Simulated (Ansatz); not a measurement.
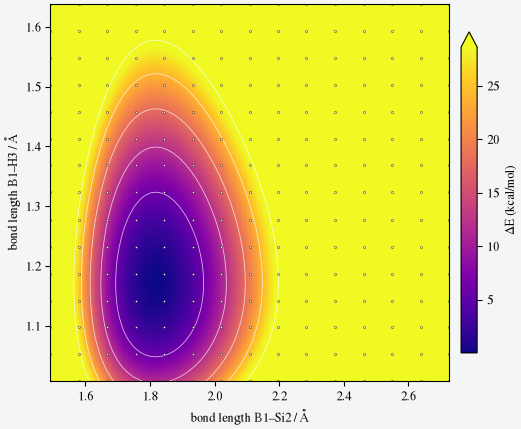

BH₃Si, SMILES B=[SiH2]. 
- The first coordinate is: bond length B1–Si2; the second: bond length B1–H3.
- Nothing is relaxed (all other coordinates rigid).
- Grid: 15 × 15 points.
- Points are written as (first, second).
- All energies are given in kcal/mol relative to the relaxed molecule at the same level.
- The reference is spin-restricted, which grows unreliable where a bond is stretched far.
- Level of theory: RHF/def2-TZVP in Ansatz 0.2.0.

The picture shows a smooth colour map with a few white contour lines, dots at the grid points, one colour for all values above the top of the scale. Between grid points the surface is interpolated.

Where is the minimum, and how stiff is the well along each coordinate?

Answer. The interpolated minimum is at bond length B1–Si2 ≈ 1.818 Å, bond length B1–H3 ≈ 1.170 Å. The curvatures there are about 29 eV/Å² and 28 eV/Å², with a cross term of about 0 eV/Å². Round the minimum the contours are nearly round: the two directions are equally stiff and uncoupled. (1 eV is 23.1 kcal/mol.)
